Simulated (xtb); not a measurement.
## Geometry relaxation of C$_{2}$H$_{7}$NSi$_{2}$ (part 1 of 3)

C$_{2}$H$_{7}$NSi$_{2}$, SMILES N#CC[SiH2][SiH3], computed with GFN2-xTB (xtb 6.7.1).

The geometry comes from this level: GFN2-xTB.

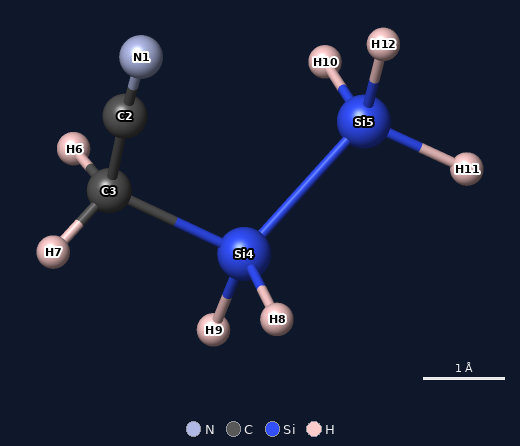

**Figure 1.** The input geometry (ball-and-stick view, seen at a tilt; atoms are numbered from 1 in the order of the input).

Summary:

```tsv
quantity	value
outcome	converged
electrons treated	28
total energy	−14.175793 hartree
dispersion energy	−0.008312 hartree
basis functions	39
HOMO	−10.48 eV
LUMO	−6.07 eV
zero-point energy	0.075105 hartree
dipole moment	3.83 D
wavenumbers, lowest and highest	23 and 2979 cm⁻¹
hardware	1 thread of Intel Xeon @ 2.50GHz (Skylake/Cascade Lake), 16 GiB of memory available, shared host
wall time	0.73 s
peak memory	0.069 GiB
```

Input file (struc.xyz):
```
12

N      1.712230    -1.250130     1.972310
C      1.063040    -0.341580     1.718170
C      0.230780     0.758900     1.363690
Si    -1.025430     0.229840    -0.004300
Si     0.109170    -0.568120    -1.856640
H      0.860820     1.574590     1.005370
H     -0.294690     1.103790     2.255200
H     -1.924830    -0.731510     0.646310
H     -1.819750     1.449850    -0.217990
H      0.963690     0.468220    -2.447910
H     -0.837350    -0.982040    -2.895380
H      0.962320    -1.711820    -1.538830
```

Launched with:
```bash
xtb struc.xyz --ohess vtight -c 0 -P 1 > xtb.out
```

Output:
```
* xtb version 6.7.1
   ID    Z sym.   atoms
    1    7 N      1
    2    6 C      2, 3
    3   14 Si     4, 5
    4    1 H      6-12

           -------------------------------------------------
          |                Calculation Setup                |
           -------------------------------------------------

          program call               : xtb struc.xyz --ohess vtight -c 0 -P 1
          coordinate file            : struc.xyz
          omp threads                :                     1

           -------------------------------------------------
          |                 G F N 2 - x T B                 |
           -------------------------------------------------

      * Hamiltonian:
        H0-scaling (s, p, d)           1.850000    2.230000    2.230000
        zeta-weighting                 0.500000
      * Dispersion:
        s8                             2.700000
        a1                             0.520000
        a2                             5.000000
        s9                             5.000000
      * Repulsion:
        kExp                           1.500000    1.000000
        rExp                           1.000000
      * Coulomb:
        alpha                          2.000000
        third order                    shell-resolved
        anisotropic                    true
        a3                             3.000000
        a5                             4.000000
        cn-shift                       1.200000
        cn-exp                         4.000000
        max-rad                        5.000000

          ...................................................
          :                      SETUP                      :
          :.................................................:
          :  # basis functions                  39          :
          :  # atomic orbitals                  37          :
          :  # shells                           19          :
          :  # electrons                        28          :
          :  max. iterations                   250          :
          :  Hamiltonian                  GFN2-xTB          :
          :  restarted?                      false          :
          :  GBSA solvation                  false          :
          :  PC potential                    false          :
          :  electronic temp.          300.0000000     K    :
          :  accuracy                    1.0000000          :
          :  -> integral cutoff          0.2500000E+02      :
          :  -> integral neglect         0.1000000E-07      :
          :  -> SCF convergence          0.1000000E-05 Eh   :
          :  -> wf. convergence          0.1000000E-03 e    :
          :  Broyden damping             0.4000000          :
          :  net charge                          0          :
          :  unpaired electrons                  0          :
          ...................................................

 iter      E             dE          RMSdq      gap      omega  full diag
   1    -14.3112437 -0.143112E+02  0.617E+00    4.79       0.0  T
   2    -14.3884802 -0.772365E-01  0.297E+00    4.33       1.0  T
   3    -14.3821107  0.636946E-02  0.240E+00    4.41       1.0  T
   4    -14.3977871 -0.156764E-01  0.117E+00    4.39       1.0  T
   5    -14.3982832 -0.496128E-03  0.709E-01    4.39       1.0  T
   6    -14.3991647 -0.881499E-03  0.375E-01    4.42       1.0  T
   7    -14.3993701 -0.205310E-03  0.141E-01    4.41       1.0  T
   8    -14.3993858 -0.156958E-04  0.476E-02    4.41       1.0  T
   9    -14.3993897 -0.391769E-05  0.229E-02    4.41       1.3  T
  10    -14.3993899 -0.265345E-06  0.659E-03    4.41       4.4  T
  11    -14.3993900 -0.420706E-07  0.343E-03    4.41       8.4  T
  12    -14.3993900 -0.185780E-07  0.107E-03    4.41      27.0  T
  13    -14.3993900 -0.688711E-09  0.572E-04    4.41      50.5  T
  14    -14.3993900 -0.236646E-09  0.149E-04    4.41     194.2  T

   *** convergence criteria satisfied after 14 iterations ***

         #    Occupation            Energy/Eh            Energy/eV
      -------------------------------------------------------------
         1        2.0000           -0.7767463             -21.1363
       ...           ...                  ...                  ...
         8        2.0000           -0.4524716             -12.3124
         9        2.0000           -0.4442855             -12.0896
        10        2.0000           -0.4387592             -11.9392
        11        2.0000           -0.4359877             -11.8638
        12        2.0000           -0.4216138             -11.4727
        13        2.0000           -0.4105002             -11.1703
        14        2.0000           -0.3852256             -10.4825 (HOMO)
        15                         -0.2232739              -6.0756 (LUMO)
        16                         -0.2199929              -5.9863
        17                         -0.2018109              -5.4916
        18                         -0.1931724              -5.2565
        19                         -0.1890651              -5.1447
       ...                                ...                  ...
        37                          1.1703128              31.8458
      -------------------------------------------------------------
                  HL-Gap            0.1619516 Eh            4.4069 eV
             Fermi-level           -0.3042498 Eh           -8.2791 eV

 SCC (total)                   0 d,  0 h,  0 min,  0.012 sec
 SCC setup                      ...        0 min,  0.000 sec (  0.808%)
 Dispersion                     ...        0 min,  0.000 sec (  0.460%)
 classical contributions        ...        0 min,  0.000 sec (  0.171%)
 integral evaluation            ...        0 min,  0.002 sec ( 13.812%)
 iterations                     ...        0 min,  0.007 sec ( 56.072%)
 molecular gradient             ...        0 min,  0.003 sec ( 27.543%)
 printout                       ...        0 min,  0.000 sec (  0.901%)

         :::::::::::::::::::::::::::::::::::::::::::::::::::::
         ::                     SUMMARY                     ::
         :::::::::::::::::::::::::::::::::::::::::::::::::::::
         :: total energy             -14.175793113061 Eh    ::
         :: gradient norm              0.000262354093 Eh/a0 ::
         :: HOMO-LUMO gap              4.406928384444 eV    ::
         ::.................................................::
         :: SCC energy               -14.399370195997 Eh    ::
         :: -> isotropic ES            0.030037240522 Eh    ::
         :: -> anisotropic ES          0.003872599695 Eh    ::
         :: -> anisotropic XC          0.019598229125 Eh    ::
         :: -> dispersion             -0.008310908538 Eh    ::
         :: repulsion energy           0.223577082936 Eh    ::
         :: add. restraining           0.000000000000 Eh    ::
         :: total charge               0.000000000000 e     ::
         :::::::::::::::::::::::::::::::::::::::::::::::::::::

      -----------------------------------------------------------
     |                   =====================                   |
     |                        A N C O P T                        |
     |                   =====================                   |
     |               Approximate Normal Coordinate               |
     |                Rational Function Optimizer                |
      -----------------------------------------------------------
      -----------------------------------------------------------
     |                   =====================                   |
     |                        A N C O P T                        |
     |                   =====================                   |
     |               Approximate Normal Coordinate               |
     |                Rational Function Optimizer                |
      -----------------------------------------------------------

          ...................................................
          :                      SETUP                      :
          :.................................................:
          :   optimization level         verytight          :
          :   max. optcycles                   240          :
          :   ANC micro-cycles                  20          :
          :   degrees of freedom                30          :
          :.................................................:
          :   RF solver                   davidson          :
          :   write xtbopt.log                true          :
          :   linear?                        false          :
          :   energy convergence         0.1000000E-06 Eh   :
          :   grad. convergence          0.2000000E-03 Eh/α :
          :   maxmium RF displ.          1.0000000          :
          :   Hlow (freq-cutoff)         0.1000000E-01      :
          :   Hmax (freq-cutoff)         5.0000000          :
          :   S6 in model hess.         20.0000000          :
          ...................................................

generating ANC from exact Hessian ...
Using Lindh-Hessian (1995)
 Shifting diagonal of input Hessian by    1.0269215384405814E-002
 Lowest  eigenvalues of input Hessian
    0.010000    0.000000    0.000000    0.000000    0.000000    0.000000
    0.000000    0.011015    0.011217    0.012322    0.012981    0.014190
    0.017046    0.017451    0.018480    0.023779    0.027151    0.032645
 Highest eigenvalues
    0.574031    0.587337    0.878959    1.023512    1.063963    2.579332

........................................................................
.............................. CYCLE    1 ..............................
........................................................................

 iter      E             dE          RMSdq      gap      omega  full diag
   1    -14.3993900 -0.143994E+02  0.271E-05    4.41       0.0  T
   2    -14.3993900 -0.128075E-11  0.139E-05    4.41    2082.8  T
   3    -14.3993900 -0.966338E-12  0.965E-06    4.41    2991.3  T
     SCC iter.                  ...        0 min,  0.002 sec
     gradient                   ...        0 min,  0.003 sec
 * total energy  :   -14.1757931 Eh     change       -0.2061817E-10 Eh
   gradient norm :     0.0002621 Eh/α   predicted     0.0000000E+00 (-100.00%)
   displ. norm   :     0.0062180 α      lambda       -0.4057623E-06
   maximum displ.:     0.0033652 α      in ANC's #5, #6, #1, ...

........................................................................
.............................. CYCLE    2 ..............................
........................................................................

 iter      E             dE          RMSdq      gap      omega  full diag
   1    -14.3993442 -0.143993E+02  0.154E-02    4.41       0.0  T
   2    -14.3993442 -0.145412E-07  0.103E-02    4.41       2.8  T
   3    -14.3993442 -0.359098E-09  0.194E-03    4.41      14.9  T
   4    -14.3993442 -0.502651E-08  0.122E-03    4.41      23.7  T
   5    -14.3993442  0.179594E-08  0.798E-04    4.41      36.2  T
   6    -14.3993442 -0.375845E-08  0.300E-04    4.41      96.3  T
     SCC iter.                  ...        0 min,  0.003 sec
     gradient                   ...        0 min,  0.003 sec
 * total energy  :   -14.1757931 Eh     change        0.4274835E-07 Eh
   gradient norm :     0.0002707 Eh/α   predicted    -0.2022352E-06 (-573.08%)
   displ. norm   :     0.0038572 α      lambda       -0.3316852E-06
   maximum displ.:     0.0019975 α      in ANC's #5, #6, #1, ...

........................................................................
.............................. CYCLE    3 ..............................
........................................................................

 iter      E             dE          RMSdq      gap      omega  full diag
   1    -14.3993288 -0.143993E+02  0.947E-03    4.41       0.0  T
   2    -14.3993288 -0.711518E-08  0.595E-03    4.41       4.8  T
   3    -14.3993288 -0.190196E-08  0.130E-03    4.41      22.2  T
   4    -14.3993288  0.942162E-10  0.781E-04    4.41      37.0  T
   5    -14.3993288 -0.697231E-09  0.371E-04    4.41      77.8  T
     SCC iter.                  ...        0 min,  0.003 sec
     gradient                   ...        0 min,  0.003 sec
 * total energy  :   -14.1757933 Eh     change       -0.2366163E-06 Eh
   gradient norm :     0.0001289 Eh/α   predicted    -0.1672330E-06 ( -29.32%)
   displ. norm   :     0.0056422 α      lambda       -0.2199549E-06
   maximum displ.:     0.0029238 α      in ANC's #1, #5, #9, ...

........................................................................
.............................. CYCLE    4 ..............................
........................................................................

 iter      E             dE          RMSdq      gap      omega  full diag
   1    -14.3993578 -0.143994E+02  0.129E-02    4.41       0.0  T
   2    -14.3993578 -0.141648E-07  0.801E-03    4.41       3.6  T
   3    -14.3993578  0.375936E-08  0.213E-03    4.41      13.6  T
   4    -14.3993578 -0.968368E-08  0.126E-03    4.41      22.9  T
   5    -14.3993578  0.237024E-08  0.729E-04    4.41      39.6  T
   6    -14.3993578 -0.344367E-08  0.237E-04    4.41     121.8  T
     SCC iter.                  ...        0 min,  0.003 sec
     gradient                   ...        0 min,  0.003 sec
 * total energy  :   -14.1757931 Eh     change        0.1922248E-06 Eh
   gradient norm :     0.0002818 Eh/α   predicted    -0.1097730E-06 (-157.11%)
   displ. norm   :     0.0034466 α      lambda       -0.3790159E-06
   maximum displ.:     0.0018364 α      in ANC's #9, #5, #7, ...
```
